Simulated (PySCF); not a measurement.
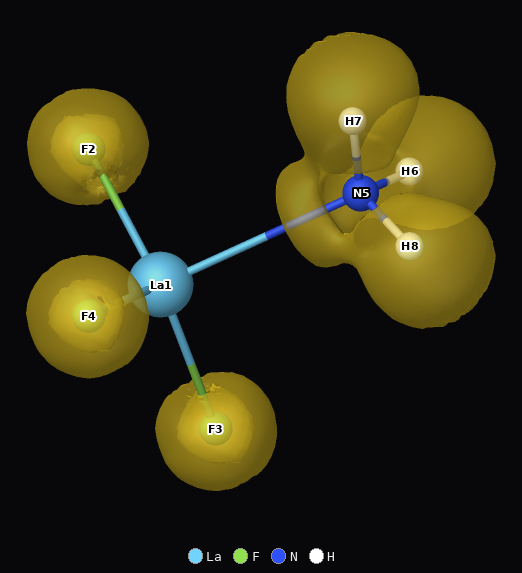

Figure 1: F3H3LaN (La(F)3(NH3)). Isosurface of the ELF at 0.8 (yellow), seen at an oblique angle. Core shells and regions of very low density are left out.

Core potentials replace the inner electrons of La.

Theory: RKS BP86, La lcecp-1-SVP with ECP46, F def2-SVP, N def2-SVP, H def2-SVP; non-relativistic Hamiltonian with scalar-relativistic core potentials where named; density fitting in PySCF 2.14.0.

```tsv
atom	x (Å)	y (Å)	z (Å)
La	0.1151	-0.1151	0.1151
F	1.2121	1.3854	1.2121
F	-1.3854	-1.2121	1.2121
F	1.2121	-1.2121	-1.3854
N	-1.4589	1.4589	-1.4589
H	-2.0808	2.0808	-0.9184
H	-0.9184	2.0808	-2.0808
H	-2.0808	0.9184	-2.0808
```

Where are the electrons localised?

Answer. At this value the surface marks out three regions wrapped around F (the valence shell of each) and one joined region spread over several atoms (H, N), in which their bonds and any lone pairs are merged. Profiles from the grid: La–F (2.16 Å): the ELF is about 0.30 at the midpoint (a closed-shell, largely ionic contact). La–N (2.73 Å): the ELF peaks at about 0.95 in the valence shell of N, 0.7 Å from its nucleus, and drops to about 0.15 between the two atoms.
